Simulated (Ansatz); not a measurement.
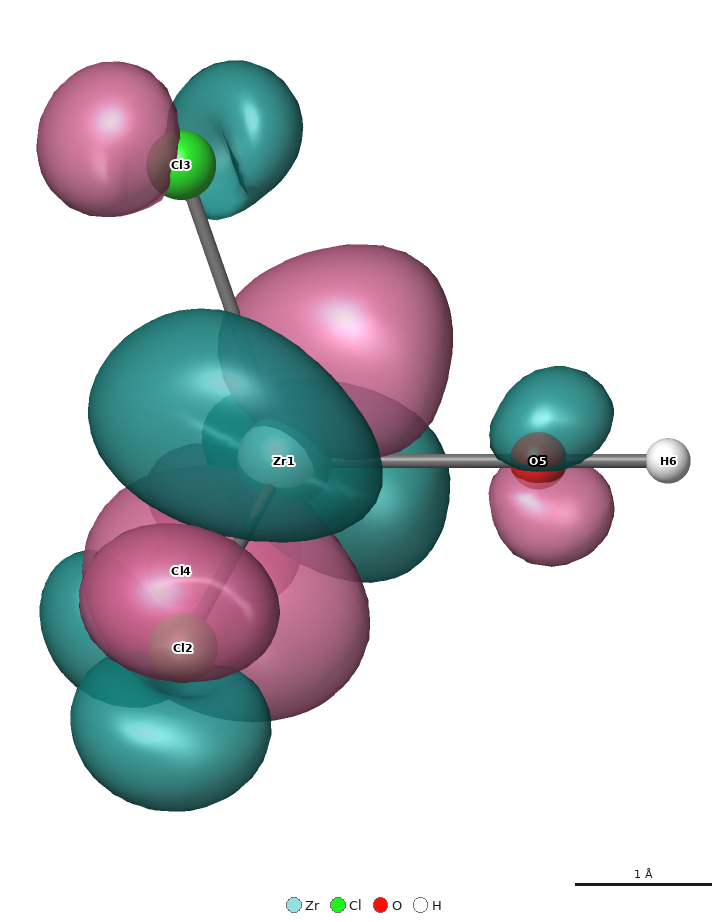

Cl$_{3}$HOZr. The LUMO at ±0.1 Å⁻³ᐟ² (teal and pink are the two phases), seen from one side.

Core potentials replace the inner electrons of Zr.

Method: RKS PBE0/def2-SVP in Ansatz 0.2.0.

The calculation's input:

```
crystal:
  periodic: [false, false, false]
  atoms:
    - { symbol: Zr, position_ang: [0.0, 0.0, 0.0] }
    - { symbol: Cl, position_ang: [0.0, 0.0, 2.52] }
    - { symbol: Cl, position_ang: [2.3764, 0.0, -0.8392] }
    - { symbol: Cl, position_ang: [-1.1869, 2.0563, -0.8392] }
    - { symbol: O, position_ang: [-0.975, -1.6891, -0.6893] }
    - { symbol: H, position_ang: [-1.4296, -2.1548, 0.0831] }
basis:
  gaussian: { orbitals: def2-SVP }
hamiltonian:
  xc: pbe0
relax:
  f_tol: 0.02
  max_steps: 40
output:
  orbitals: {}
```

Launched as:

```sh
ansatz run input.yaml --threads 2 --pin off --max-ram 3072MiB --backend cpu --events-out ev --progress --plain --runs-dir out
```

The fields are those of the run's last geometry, not of the input's.

> Describe this orbital and give its energy.

It lies mainly on Zr1 (about 70 %), Cl2 (about 10 %), Cl3 (about 10 %) and Cl4 (about 10 %). It is one of a degenerate set, so its orientation is arbitrary. Its energy is −1.87 eV.
